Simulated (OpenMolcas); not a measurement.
How basis sets differ on CH5BO (SMILES BCO)

The species is CH5BO (8 atoms), meant as a singlet with charge 0. SMILES: `BCO`. The coordinates come from a GFN2-xTB relaxation. This is one conformer, not always the lowest.

```xyz
8

B    -0.6297    0.4930   -0.6915
C     0.3757    0.1198    0.4442
O     0.8990   -1.2018    0.4957
H    -1.0518   -0.3221   -1.4159
H    -0.9835    1.6019   -0.7744
H    -0.1290    0.3326    1.4067
H     1.2513    0.7798    0.4461
H     0.2681   -1.8033    0.0891
```

Each level gives the dipole moment (D). The values are calculated.

```json
{"level": "HF/STO-3G", "kind": "Hartree–Fock", "program": "OpenMolcas", "value (D)": "1.36", "CPU time": "1.5 s"}
{"level": "HF/3-21G", "kind": "Hartree–Fock", "program": "OpenMolcas", "value (D)": "1.91", "CPU time": "1.7 s"}
{"level": "HF/def2-SVP", "kind": "Hartree–Fock", "program": "OpenMolcas", "value (D)": "1.67", "CPU time": "3.4 s"}
{"level": "HF/aug-cc-pVDZ", "kind": "Hartree–Fock", "program": "OpenMolcas", "value (D)": "1.59", "CPU time": "14 s"}
{"level": "HF/def2-TZVP", "kind": "Hartree–Fock", "program": "OpenMolcas", "value (D)": "1.60", "CPU time": "20 s"}
```

The values span 1.36 to 1.91 D. Sets without polarisation functions give poor dipoles. Without the sets that lack polarisation functions the rows with a basis span only 1.59 to 1.67 D. CPU times are rough (shared hosts, several kinds of processor): they show what a rung costs within a factor of a few.

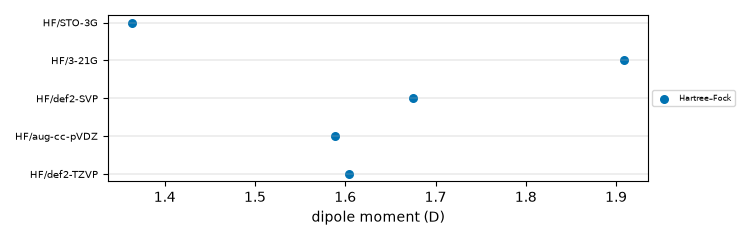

The values of the table, level by level.
